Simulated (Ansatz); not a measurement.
# HfSiSn in the AlB2 type: lattice stability ahead of a resistivity run, part 2 of 3

Question: is the lattice of HfSiSn in the AlB2 type stable, and if so, what are its coupling constant and resistivity?

Ansatz 0.2.0; DFT PBE, scalar-relativistic, plane waves, PAW; PAW set soft_1.

So far. Step 3 (Relaxation): The largest force is now zero by symmetry and the largest stress component 0.0064 GPa. The relaxed cell has a = 4.901, c = 2.898 Å (conventional setting).

The structure was built from a prototype and need not be the compound's stable phase.

## 4. Tight relaxation

No force is left; the cell is relaxed once more with another smearing and tight thresholds.

input.yaml

```yaml
crystal:
  lattice:
    - [4.9006229095, 0.0, 0.0]
    - [-2.4503114547, 4.244063934, 0.0]
    - [0.0, 0.0, 2.8981835393]
  atoms:
    - { symbol: Hf, position: [0.0, 0.0, 0.0] }
    - { symbol: Si, position: [0.3333333333, 0.6666666667, 0.5] }
    - { symbol: Sn, position: [0.6666666667, 0.3333333333, 0.5] }
kpoints:
  mp_grid: { grid: [6, 6, 10] }
hamiltonian:
  xc: pbe
  pseudopotentials: { kind: paw, azcp: { folder: soft_1 } }
scf:
  occupations: { method: methfessel_paxton, width: 0.2 }
output:
  forces: true
  stress: true
  eigenvalues: true
relax:
  adjacent_minimum: "off"
  f_tol: 0.001
  max_steps: 60
  cell: { stress_tol: 0.01 }
```

The run is started by

```bash
$ ansatz run input.yaml --threads 4 --pin off --max-ram 12288MiB --backend cpu --events-out ev --progress --plain --runs-dir out
```

Numbers of over 12 decimals in the logs are rounded to 6 here.

What it wrote:

```text
[the first part of the log is left out]
  E_vxc        = -383.421667  (∫ρ·V_xc dr)
  E_paw        = -12576.492477  (= ΣΔE_a)
  E_vpaw       = -380.759847  (= ΣTr[D̂ρ^β])
  E_aug_tail   = 0.000424  (compensation charges beyond the density's cutoff)
  E_ewald      = -5798.078185
  E_smearing   = 0.002564  (= −TS)
  E_closure    = -0.000000  (closes the sum)
  Σ components = -22382.013867   (vs F -22382.013867, Δ=0.00e0)
[...]
--- Stress (GPa, compression-positive) ---
       -0.000085       0.000000       0.000000
        0.000000      -0.000085      -0.000000
        0.000000      -0.000000       0.000157
  P = ⅓ Tr σ = -0.0000 GPa (-0.000 kbar)
--- Band table (eV; the first three rows and the last of 42) ---
[...]
--- Relaxed structure (5 steps of the walk, 5 accepted, 1 SCFs on fresh bases) ---
[...]
cell:  # Å, volume = 60.3146 Å³
    - [4.894477, -2.8831463818334772e-11, 0.0]
    - [-2.447239, 4.238742, 0.0]
    - [0.0, 0.0, 2.907230]
  atoms:
    - { symbol: Hf, position: [0, 0, 0.0] }
    - { symbol: Si, position: [0.333333, 0.666667, 0.5] }
    - { symbol: Sn, position: [0.666667, 0.333333, 0.5] }
```

Run time: 12 s. Hardware: 4 threads of Arm Neoverse V1, shared host; peak memory 0.38 GiB.

Relaxation path:

| step | energy less that of the first step (eV) | largest force component (eV/Å) | pressure (GPa) | volume (Å³) |
| --- | --- | --- | --- | --- |
| 1 | 0.0000 | 0.0000 | 0.10 | 60.28 |
| 2 | -0.0002 | 0.0000 | -0.15 | 60.40 |
| 3 | -0.0004 | 0.0000 | 0.04 | 60.29 |
| 4 | -0.0004 | 0.0000 | -0.01 | 60.32 |
| 5 | -0.0004 | 0.0000 | 0.00 | 60.31 |
| 6 | -0.0004 | 0.0000 | 0.00 | 60.31 |

The log counts 1 steps on a newly chosen plane-wave basis, not all of them marked here; energy and pressure can jump at such steps.

| conventional cell, symmetrised | before | after | change |
| --- | --- | --- | --- |
| a (Å) | 4.901 | 4.894 | -0.1 % |
| b (Å) | 4.901 | 4.894 | -0.1 % |
| c (Å) | 2.898 | 2.907 | +0.3 % |
| volume (Å³/atom) | 20.09 | 20.10 | +0.1 % |

Final coordinates:

```
Hf Si Sn
1.0
     4.89448    0.00000    0.00000
    -2.44724    4.23874    0.00000
     0.00000    0.00000    2.90723
Hf Si Sn
1 1 1
Direct
  0.00000 0.00000 0.00000
  0.33333 0.66667 0.50000
  0.66667 0.33333 0.50000
```

Numbers from this step:

```
pressure        : -4.46e-6 GPa
volume per atom : 20.10 Å³/atom
```

The largest force is now zero by symmetry and the largest stress component 1.6e-4 GPa, small enough for phonons.

## 5. Lattice stability: q 2×2×2, k 4×4×6

Couplings are defined for a stable lattice alone, so phonons come first.

input.yaml

```yaml
crystal:
  lattice:
    - [4.8944771814, 0.0, 0.0]
    - [-2.4472385907, 4.2387415773, 0.0]
    - [0.0, 0.0, 2.9072296611]
  atoms:
    - { symbol: Hf, position: [0.0, 0.0, 0.0] }
    - { symbol: Si, position: [0.3333333333, 0.6666666667, 0.5] }
    - { symbol: Sn, position: [0.6666666667, 0.3333333333, 0.5] }
kpoints:
  mp_grid: { grid: [4, 4, 6] }
hamiltonian:
  xc: pbe
  pseudopotentials: { kind: paw, azcp: { folder: soft_1 } }
scf:
  occupations: { method: methfessel_paxton, width: 0.2 }
output:
  eigenvalues: true
phonons:
  method: dfpt
  qmesh: [2, 2, 2]
  temperatures: { t_max: 1000, t_step: 50 }
  qpath:
    path:
      - [[0.0, 0.0, 0.0], [0.5, 0.0, 0.0], [0.33333333, 0.33333333, 0.0], [0.0, 0.0, 0.0], [0.0, 0.0, 0.5], [0.5, 0.0, 0.5], [0.33333333, 0.33333333, 0.5], [0.0, 0.0, 0.5]]
      - [[0.5, 0.0, 0.5], [0.5, 0.0, 0.0]]
      - [[0.33333333, 0.33333333, 0.5], [0.33333333, 0.33333333, 0.0]]
    npoints: 10
```

What it wrote:

```text
Warning: phonons: the dynamical matrix that this run interpolates holds no multipole term above the dipole-dipole one, and a site of this crystal is no centre of inversion, so its interpolated transverse optical and acoustic branches and sound speeds can stay off near Gamma, and the density of states and the thermodynamics with them. What a run solves at a wave vector of phonons.qpoints, Gamma apart, where the deck admits one, is free of this, and under fd what a larger phonons.supercell samples
[...]
Crystal: 3 atoms, lattice volume = 60.315 Å³
Basis set: ecut = 420 eV, 1191 PW (Γ), exchange–correlation on 72×72×40 points (8 copies of the dense FFT grid, shifted against one another)
Bands: 27, of which v1, the nominal top of the filled ones, is band 22 counted from 1 (21 counted from 0)
Symmetry: 12 space group operations
k-points: 16 of 96 (time reversal used)
[...]
SCF iter   1: F=—  HF=-22383.668786 eV  |F-HF|=—  |Δ(HF+E_count)|=         —  Δρ=6.00e-2  dr2=6.68e0  ethr=3.10e-3  ⟨swp⟩=5.6  Hψ=1743  notcnv=0
[...]
SCF iter  14: F=-22381.956723 eV  HF=-22381.956723 eV  |F-HF|=3.64e-12  |Δ(HF+E_count)|=    0.00e0  S|Δr|=    0.00e0  Δρ=2.30e-8  dr2=2.76e-13  ethr=1.00e-12  ⟨swp⟩=5.4  Hψ=1922  notcnv=0
SCF 1 converged in 14 iterations: F = -22381.956723 eV  dr2 = 2.76e-13
[...]
SCF iter   1: F=—  HF=-22381.956720 eV  |F-HF|=—  |Δ(HF+E_count)|=         —  Δρ=2.63e-7  dr2=3.85e-11  ethr=4.70e-8  ⟨swp⟩=4.2  Hψ=3232  notcnv=0
eigensolver tolerance schedule: the retry pair's looser diagonalisation over-reported the residual by 536392.65 of it (diagonalisation noise at an unbounded share of the residual, at the tolerance the schedule requests for it); recorded, not acted on — ethr = c·dr2/N_el stays at c = 1.0e-1
[...]
SCF iter   2: F=—  HF=-22381.956723 eV  |F-HF|=—  |Δ(HF+E_count)|=   3.11e-6  S|Δr|=    0.00e0  Δρ=2.25e-7  dr2=2.74e-11  ethr=1.00e-12  ⟨swp⟩=3.8  Hψ=1252  notcnv=0
[...]
SCF iter   4: F=-22381.956723 eV  HF=-22381.956723 eV  |F-HF|=7.28e-12  |Δ(HF+E_count)|=    0.00e0  S|Δr|=    0.00e0  Δρ=6.97e-8  dr2=2.32e-12  ethr=1.00e-12  ⟨swp⟩=3.1  Hψ=922  notcnv=0
SCF 2 converged in 4 iterations: F = -22381.956723 eV  dr2 = 2.32e-12
phonons: the bands overlap, so this run is a metal and interpolates without the dipole-dipole term. If the crystal is really an insulator or semiconductor, its LO-TO splitting is missing
NSCF: frozen V_eff on 16 k-points
[...]
DFPT response loops at q = (0, 0, 0) (fractional): preconditioner auto → Kerker (q_TF=auto, 2.589 Å⁻¹) (partly filled bands, converged f_vac=0.000); β = 1.00, the filter's whole step (`scf.mixing.beta` (0.50) is not read by the response loops under this deck's `scf.mixing.preconditioner`; to damp them name `kerker` or `kerker_dos`, under which they read `scf.mixing.beta`, and type it under 1.00, their step now; both keys bind the ground state too); Broyden in place of MSR1
[...]
SCF converged after 14 iterations
Stability not checked: this state was not tested for a lower state beside it, because cold or Methfessel-Paxton smearing, or corrected tetrahedra, fill the levels in a way that the test cannot read (fill_not_monotonic; see scf.lower_state_search)
Free energy (F): -22381.956723 eV
[...]
Internal energy: -22381.950383 eV  (E = F + TS)
E sigma→0 (E₀):  -22381.955138 eV
Entropy (-TS):   -0.006340 eV (-2.113 meV/atom)
Fermi energy:    14.581373 eV
[...]
--- Band table (eV; the first three rows and the last of 16) ---
  k-point 0: bands = [... 18 lower, 10.0526, 10.0526, 12.3849, 13.9885, 13.9885, 18.5777, 18.6449, 18.6449, ... 1 higher]
  k-point 1: bands = [... 18 lower, 10.5451, 10.5451, 13.3255, 13.6598, 13.6598, 15.8209, 18.5324, 18.5324, ... 1 higher]
  k-point 2: bands = [... 18 lower, 11.2077, 11.9520, 11.9520, 12.8869, 12.8869, 16.8405, 16.9215, 16.9215, ... 1 higher]
  k-point 15: bands = [... 18 lower, 9.8883, 11.0539, 11.6331, 14.0731, 14.6045, 16.2455, 16.3577, 17.4478, ... 1 higher]
--- Phonons (Γ-DFPT): 6 representative perturbations + reference (Σ response iterations 18) ---
  ASR residual: 2.083e-5 → 0.000e0 eV/Å²; symmetrization residual: 1.874e-6 eV/Å²
  ASR residual per site (eV/Å²): 2.08e-5 5.56e-6 1.85e-5
  Γ frequencies (cm⁻¹): 0.00 0.00 0.00 58.66 73.19 104.08 104.08 240.32 240.32
--- Phonons (arbitrary-q DFPT): 4 irreducible q on the 2×2×2 mesh ---
  q = [0.0000, 0.0000, 0.0000] (star 1, of the zone-centre solve; hermiticity 4.99e-7, symmetrization 1.35e-11): 0.00 0.00 0.00 58.66 73.19 104.08 104.08 240.32 240.32
  q = [0.0000, 0.0000, -0.5000] (star 1, 6 solved perturbations in 132 linear systems a pass and spin channel, the states on 28 of 96 k-point pairs; hermiticity 4.40e-7, symmetrization 1.96e-9): -173.13 97.30 97.30 97.87 97.87 164.67 176.71 237.70 237.70
  q = [0.0000, -0.5000, 0.0000] (star 3, 9 solved perturbations on 28 of 96 k-point pairs; hermiticity 4.86e-7, symmetrization 2.70e-13): 19.05 27.07 67.32 74.25 80.72 108.83 122.72 220.02 223.61
[...]
sum rule: each row above includes the acoustic sum rule's correction from the zone centre's row sums; it moved no ω² by more than (0.23 cm⁻¹)²
  mesh force constants: q→R imaginary residual 1.63e-17; ASR residual 2.083e-5 → 0.000e0 eV/Å²; symmetrization residual 7.994e-15 eV/Å²
  interpolated dispersion: 93 rows × 9 modes
  density of states and harmonic sums: on the 16×16×22 q-mesh, interpolated from the force constants of a 2×2×2 supercell (no non-analytic term)
  largest difference from the sums on the solved wave vectors: F 3.57e-3 eV, S 1.27e-5 and C_V 9.14e-6 eV/K
  zero-point energy: 0.063182 eV/cell   skipped modes (ω ≤ 0): 273, of them read as no rigid motion or as one in doubt: 270 (7.727e-1 modes/cell left out, lowest -190.11 cm⁻¹)   left out of the sums: 8.59e-2 of the cell's modes: C_V's classical limit lies that fraction below 3 k_B per atom; for a crystal, a wire or a layer, F and S can be off by more, and a phonons.interpolated_qmesh denser along its periods is the remedy for the sampling
```

Run time: 43 s. Hardware: 4 threads; peak memory 0.48 GiB; 2.7 min of CPU time.

Numbers from this step:

* share of imaginary modes in the plain interpolation between solved wavevectors: 0.0923
* highest frequency, solved or plainly interpolated: 240.3 cm⁻¹

Solved on the 2×2×2 mesh alone; all other wavevectors are interpolated. Phonon branches along the path, in cm⁻¹:

| point | branch 1 | branch 2 | branch 3 | branch 4 | branch 5 | branch 6 | branch 7 | branch 8 | branch 9 |
| --- | --- | --- | --- | --- | --- | --- | --- | --- | --- |
| Γ | 0 | 0 | 0 | 59 | 73 | 104 | 104 | 240 | 240 |
| M | 19 | 27 | 67 | 74 | 81 | 109 | 123 | 220 | 224 |
| K | 38 | 61 | 64 | 65 | 73 | 90 | 141 | 205 | 232 |
| Γ | 0 | 0 | 0 | 59 | 73 | 104 | 104 | 240 | 240 |
| A | -173 | 97 | 97 | 98 | 98 | 165 | 177 | 238 | 238 |
| L | -188 | 70 | 71 | 77 | 86 | 159 | 179 | 198 | 233 |
| H | -190 | 20 | 59 | 82 | 106 | 163 | 179 | 197 | 224 |
| A | -173 | 97 | 97 | 98 | 98 | 165 | 177 | 238 | 238 |
| jump to L | -188 | 70 | 71 | 77 | 86 | 159 | 179 | 198 | 233 |
| M | 19 | 27 | 67 | 74 | 81 | 109 | 123 | 220 | 224 |
| jump to H | -190 | 20 | 59 | 82 | 106 | 163 | 179 | 197 | 224 |
| K | 38 | 61 | 64 | 65 | 73 | 90 | 141 | 205 | 232 |

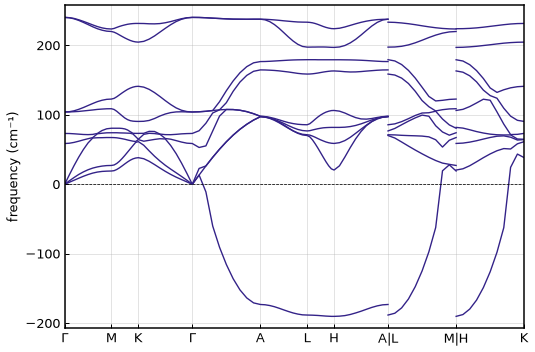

Phonon branches along the path.

Lowest modes at the softest wavevector of the mesh. Modes at q = (0.000, 0.500, 0.500), with each element's share of the kinetic energy (negative means imaginary):

| mode | frequency (cm⁻¹) | Hf % | Si % | Sn % |
| --- | --- | --- | --- | --- |
| 1 | -188.3 | 2 | 98 | 0 |
| 2 | 70.2 | 0 | 16 | 84 |
| 3 | 71.3 | 90 | 2 | 8 |
| 4 | 76.8 | 100 | 0 | 0 |
| 5 | 85.7 | 2 | 10 | 88 |
| 6 | 158.7 | 81 | 12 | 7 |

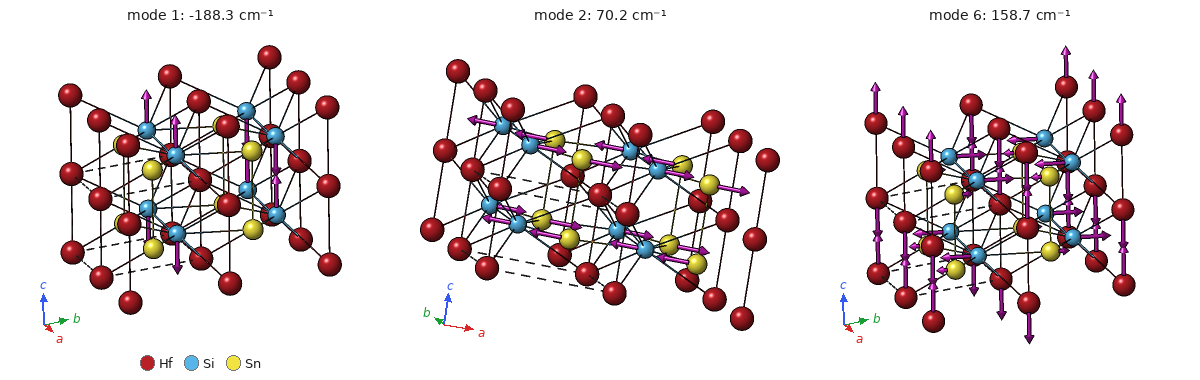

Displacement patterns of modes 1, 2 and 6 at q = (0.000, 0.500, 0.500); arrows are exaggerated. 2×2×2 cells are drawn. Some periodic images of atoms are drawn too.

Among the solved wavevectors the lowest mode, translations apart, is -188 cm⁻¹, imaginary.

## 6. Lattice stability: q 3×3×2, k 6×6×8

An imaginary mode on so few k-points may come from the sampling, so the phonons are repeated with another q and k mesh.

Changes to input.yaml since step 5:

```diff
@@ -10,3 +10,3 @@
 kpoints:
-  mp_grid: { grid: [4, 4, 6] }
+  mp_grid: { grid: [6, 6, 8] }
 hamiltonian:
@@ -20,3 +20,3 @@
   method: dfpt
-  qmesh: [2, 2, 2]
+  qmesh: [3, 3, 2]
   temperatures: { t_max: 1000, t_step: 50 }
```

What it wrote:

```text
[...]
Crystal: 3 atoms, lattice volume = 60.315 Å³
Basis set: ecut = 420 eV, 1191 PW (Γ), exchange–correlation on 72×72×40 points (8 copies of the dense FFT grid, shifted against one another)
Bands: 27, of which v1, the nominal top of the filled ones, is band 22 counted from 1 (21 counted from 0)
Symmetry: 12 space group operations
k-points: 35 of 288 (time reversal used)
[...]
SCF iter   1: F=—  HF=-22383.639107 eV  |F-HF|=—  |Δ(HF+E_count)|=         —  Δρ=5.98e-2  dr2=6.67e0  ethr=3.10e-3  ⟨swp⟩=5.5  Hψ=3828  notcnv=0
[...]
SCF iter  12: F=-22382.021724 eV  HF=-22382.021724 eV  |F-HF|=0.00e0  |Δ(HF+E_count)|=    0.00e0  S|Δr|=    0.00e0  Δρ=1.26e-7  dr2=8.50e-12  ethr=1.00e-12  ⟨swp⟩=6.9  Hψ=5495  notcnv=0
SCF 1 converged in 12 iterations: F = -22382.021724 eV  dr2 = 8.50e-12
[...]
SCF iter   4: F=-22382.021724 eV  HF=-22382.021724 eV  |F-HF|=0.00e0  |Δ(HF+E_count)|=  1.09e-11  S|Δr|=    0.00e0  Δρ=8.81e-8  dr2=3.90e-12  ethr=1.00e-12  ⟨swp⟩=4.1  Hψ=2702  notcnv=0
SCF 2 converged in 4 iterations: F = -22382.021724 eV  dr2 = 3.90e-12
[...]
SCF converged after 12 iterations
[...]
Free energy (F): -22382.021724 eV
[...]
Internal energy: -22382.028381 eV  (E = F + TS)
E sigma→0 (E₀):  -22382.023388 eV
Entropy (-TS):   0.006656 eV (2.219 meV/atom)
Fermi energy:    14.483211 eV
[...]
--- Band table (eV; the first three rows and the last of 35) ---
  k-point 0: bands = [... 18 lower, 10.0480, 10.0480, 12.4191, 13.9863, 13.9863, 18.5598, 18.6292, 18.6292, ... 1 higher]
  k-point 1: bands = [... 18 lower, 10.3265, 10.3265, 13.0264, 13.8017, 13.8017, 16.6628, 18.5419, 18.5419, ... 1 higher]
  k-point 2: bands = [... 18 lower, 11.1403, 11.1403, 12.7489, 13.2815, 13.2815, 15.8382, 17.9724, 17.9724, ... 1 higher]
  k-point 34: bands = [... 18 lower, 10.4056, 10.7056, 11.7710, 13.9985, 14.8237, 15.1768, 16.7819, 16.8646, ... 1 higher]
[...]
ASR residual: 5.446e-5 → 0.000e0 eV/Å²; symmetrization residual: 3.311e-6 eV/Å²
  ASR residual per site (eV/Å²): 2.33e-5 5.45e-5 2.95e-5
  Γ frequencies (cm⁻¹): 0.00 0.00 0.00 35.64 72.24 75.75 75.75 218.36 218.36
--- Phonons (arbitrary-q DFPT): 6 irreducible q on the 3×3×2 mesh ---
[...]
interpolated dispersion: 93 rows × 9 modes
[...]
```

Elapsed: 2.8 min, on 4 threads; peak memory 0.74 GiB.

This step gave:

```yaml
share_of_imaginary_modes_in_the_plain_interpolation_between_solved_wavevectors: 0.1082
highest_frequency_solved_or_plainly_interpolated: 234.8 cm⁻¹
```

Solved on the 3×3×2 mesh alone; all other wavevectors are interpolated. Phonon branches along the path, in cm⁻¹:

| point | branch 1 | branch 2 | branch 3 | branch 4 | branch 5 | branch 6 | branch 7 | branch 8 | branch 9 |
| --- | --- | --- | --- | --- | --- | --- | --- | --- | --- |
| Γ | 0 | 0 | 0 | 36 | 72 | 76 | 76 | 218 | 218 |
| M | -30 | 14 | 68 | 72 | 82 | 98 | 106 | 200 | 215 |
| K | -56 | 38 | 40 | 60 | 61 | 67 | 142 | 204 | 215 |
| Γ | 0 | 0 | 0 | 36 | 72 | 76 | 76 | 218 | 218 |
| A | -122 | 92 | 92 | 96 | 96 | 152 | 188 | 233 | 233 |
| L | -138 | 74 | 84 | 92 | 99 | 180 | 190 | 223 | 235 |
| H | -148 | 53 | 81 | 106 | 117 | 176 | 189 | 228 | 228 |
| A | -122 | 92 | 92 | 96 | 96 | 152 | 188 | 233 | 233 |
| jump to L | -138 | 74 | 84 | 92 | 99 | 180 | 190 | 223 | 235 |
| M | -30 | 14 | 68 | 72 | 82 | 98 | 106 | 200 | 215 |
| jump to H | -148 | 53 | 81 | 106 | 117 | 176 | 189 | 228 | 228 |
| K | -56 | 38 | 40 | 60 | 61 | 67 | 142 | 204 | 215 |

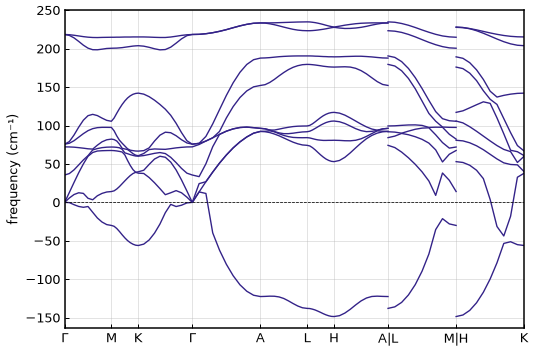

Phonon branches along the path.

Lowest modes at the softest wavevector of the mesh. Modes at q = (-0.333, -0.333, 0.500), with each element's share of the kinetic energy (negative means imaginary):

| mode | frequency (cm⁻¹) | Hf % | Si % | Sn % |
| --- | --- | --- | --- | --- |
| 1 | -148.5 | 7 | 93 | 0 |
| 2 | 53.0 | 2 | 18 | 80 |
| 3 | 80.8 | 90 | 0 | 10 |
| 4 | 105.8 | 93 | 7 | 0 |
| 5 | 117.1 | 0 | 0 | 100 |
| 6 | 176.0 | 97 | 0 | 3 |

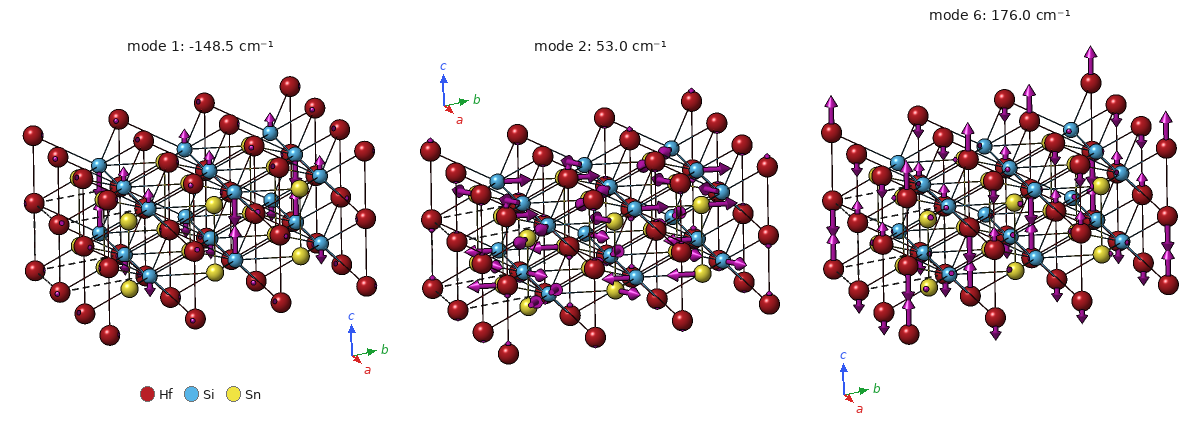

Displacement patterns of modes 1, 2 and 6 at q = (-0.333, -0.333, 0.500); arrows are exaggerated. 3×3×2 cells are drawn. Some periodic images of atoms are drawn too.

The modes has structure finer than the step of the table below, so its rows give means over 25 cm⁻¹, whole bins alone (the curve runs from -157 to 252 cm⁻¹). Peaks (cm⁻¹: height): Hf 92.2: 0.0555, 174.5: 0.0144; Si -121.3: 0.0121, 66.5: 0.00989, 220.8: 0.0658; Sn 71.6: 0.0238, 99.9: 0.0291, 151.3: 0.0101, 164.2: 0.0115, 187.3: 0.0199, 218.2: 0.0161.

Phonopy on the run's constants, 13x13x19 mesh, Gaussian sigma 2.9 cm⁻¹. The modes by wavenumber; means over each step; values in 1/cm⁻¹/cell:

| wavenumber (cm⁻¹) | Hf | Si | Sn |
| --- | --- | --- | --- |
| -125 | 7.3e-4 | 0.0101 | 5.7e-5 |
| -100 | 5.4e-4 | 0.00609 | 4.7e-5 |
| -75 | 5.5e-4 | 0.00457 | 6.0e-5 |
| -50 | 0.00109 | 0.00381 | 0.00185 |
| -25 | 0.00146 | 0.00170 | 0.00268 |
| 0 | 0.00152 | 7.8e-4 | 0.00142 |
| 25 | 0.00604 | 0.00323 | 0.00490 |
| 50 | 0.0130 | 0.00663 | 0.0121 |
| 75 | 0.0342 | 0.00675 | 0.0210 |
| 100 | 0.0313 | 0.00485 | 0.0254 |
| 125 | 0.0106 | 0.00146 | 0.0179 |
| 150 | 0.00893 | 1.6e-4 | 0.00615 |
| 175 | 0.00934 | 1.7e-4 | 0.0108 |
| 200 | 4.0e-4 | 0.0170 | 0.00601 |
| 225 | 2.0e-4 | 0.0500 | 0.00960 |

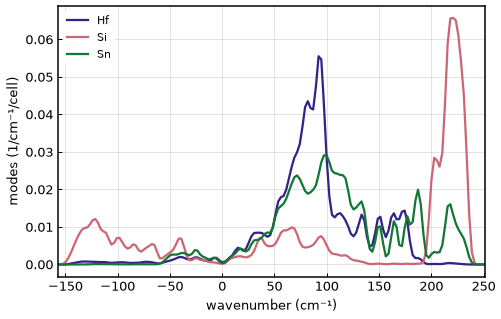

Modes, plotted against wavenumber.

No LO-TO term; unit eigenvectors of the mass-weighted matrix. The modes at Γ (shares of kinetic energy by element, %):

| mode | frequency (cm⁻¹) | symmetry | Hf % | Si % | Sn % |
| --- | --- | --- | --- | --- | --- |
| 1 | 0.0 | unnamed | 55 | 9 | 36 |
| 2 | 0.0 | unnamed | 55 | 9 | 36 |
| 3 | 0.0 | unnamed | 55 | 9 | 36 |
| 4 | 35.6 | A2'' | 20 | 79 | 1 |
| 5 | 72.2 | A2'' | 25 | 13 | 62 |
| 6 | 75.7 | E' | 44 | 21 | 35 |
| 7 | 75.7 | E' | 44 | 21 | 35 |
| 8 | 218.4 | E' | 1 | 71 | 28 |
| 9 | 218.4 | E' | 1 | 71 | 28 |

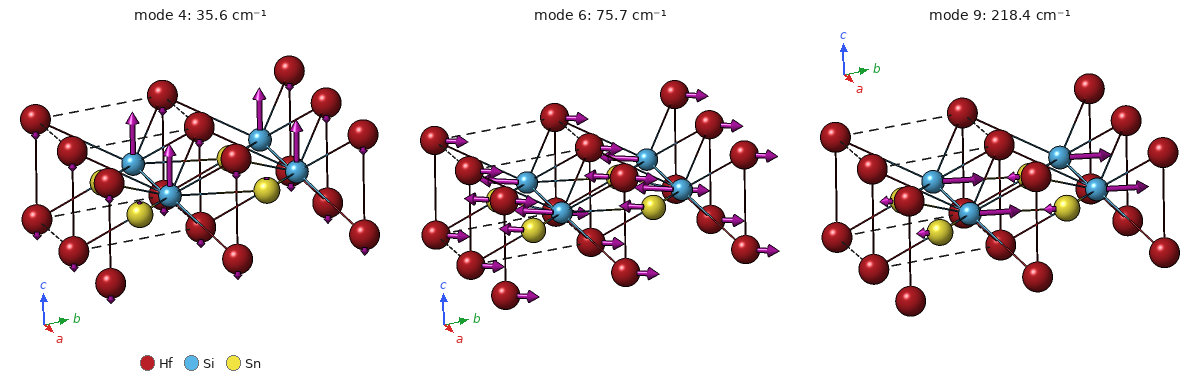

Displacement patterns of modes 4, 6 and 9 at Γ; arrows are exaggerated. 2×2×1 cells are drawn. Some periodic images of atoms are drawn too.

Among the solved wavevectors the lowest mode, translations apart, is -148 cm⁻¹, imaginary.

(Part 2 of 3 ends here.)

[Logs are printed without paths, hosts, clocks, repeated set-up lines and the standing remarks that a program may print on its own settings, such as how far it seeks lower states.]

[Hosts, paths, dates, database ids (printed as entryN), source tags and the programs' standing remarks are cut or masked in the printed files.]
